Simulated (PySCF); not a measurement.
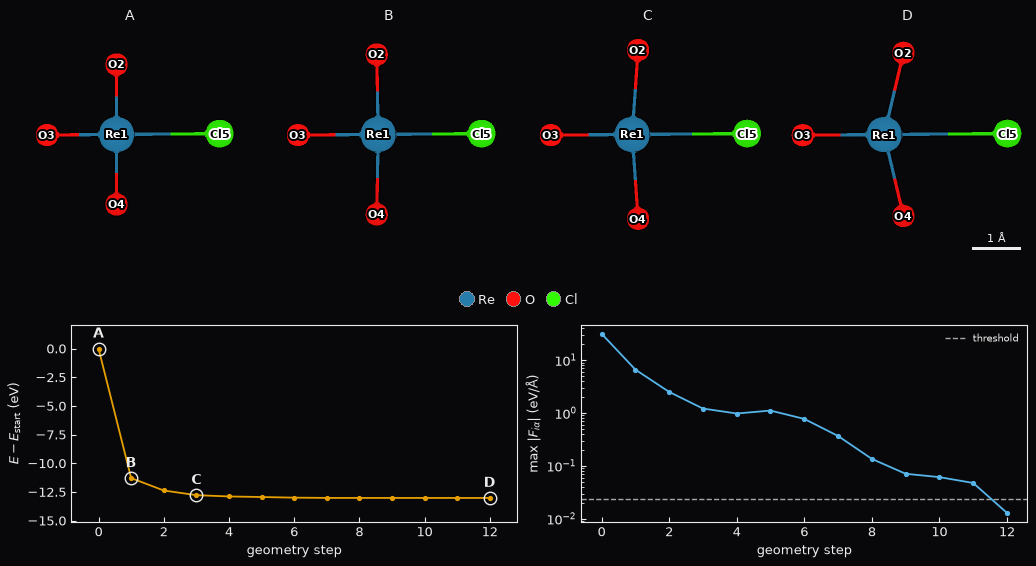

Frames of a relaxation of ReO3Cl (charge −1, multiplicity 2), marked on the history of the run. The picture is a ball-and-stick view, seen face on.

All numbers below come from UKS PBE, Re def2-SVP with ECP60, O def2-SVP, Cl def2-SVP; non-relativistic Hamiltonian with scalar-relativistic core potentials; density fitting (PySCF). Settings: symmetry kept (C2v).

What happens along the run?

O3 moves most after the best rigid fit: 0.45 Å. Largest moves by element: O 0.45 Å, Cl 0.23 Å, Re 0.20 Å. Some distances before and after: Re1–Cl5 2.195 → 2.625 Å, Re1–O2 1.480 → 1.772 Å, Re1–O3 1.480 → 1.734 Å. Bond angles that change, for instance: O2–Re1–O4 180.0° → 153.3°, O2–Re1–O3 90.0° → 103.4°, O2–Re1–Cl5 90.0° → 76.6°. Over 12 geometry steps the energy falls by 13.017 eV. The largest force component goes from 32 to 0.013 eV/Å. The run took 79 s on 2 threads of Arm Neoverse V2 (shared host), peak memory 0.61 GiB. From step 0 to 1: O atoms move most (0.21 Å), energy −11.288 eV. From step 1 to 3: Cl5 moves most (0.14 Å), energy −1.487 eV. From step 3 to 12: Re and O atoms move most (0.15 Å), energy −0.243 eV.

```csv
step,"E − E(0), eV","largest force component, eV/Å"
0,0.0000,31.6973
1,-11.2876,6.6390
2,-12.3682,2.5114
3,-12.7745,1.2163
4,-12.8892,0.9797
5,-12.9359,1.1128
6,-12.9919,0.7745
7,-13.0142,0.3681
8,-13.0165,0.1356
9,-13.0169,0.0709
10,-13.0172,0.0613
11,-13.0173,0.0475
12,-13.0174,0.0129
```

Limits of the set-up: the basis has no diffuse functions, which an anion needs.
